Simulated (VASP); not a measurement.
Input:

```
CuZn
1.0
    2.96056     0.00000     0.00000
    0.00000     2.96056     0.00000
    0.00000     0.00000     2.96056
Zn Cu
1 1
Direct
  0.50000   0.50000   0.50000
  0.00000   0.00000   0.00000
```

The numbers are results of PBE GGA, VASP's PBE PAW potentials (set 64) (plane waves; VASP), not measurements. Settings: 400 eV cut-off, 14×14×14 Γ-centred mesh, tetrahedra with Blöchl corrections, potentials Zn Cu.

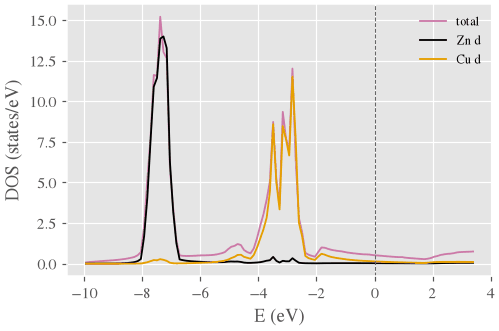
Figure: Total and projected density of states, zero at the Fermi level

Within 2 eV below the Fermi level the largest weight inside VASP's projection spheres is Cu d, then Zn p.

It has no gap at this level: it comes out as a metal or semimetal.

The compound is CuZn in the CsCl type structure. It was relaxed first. The electron count is odd and the run is not spin-polarised, which forces a metal.
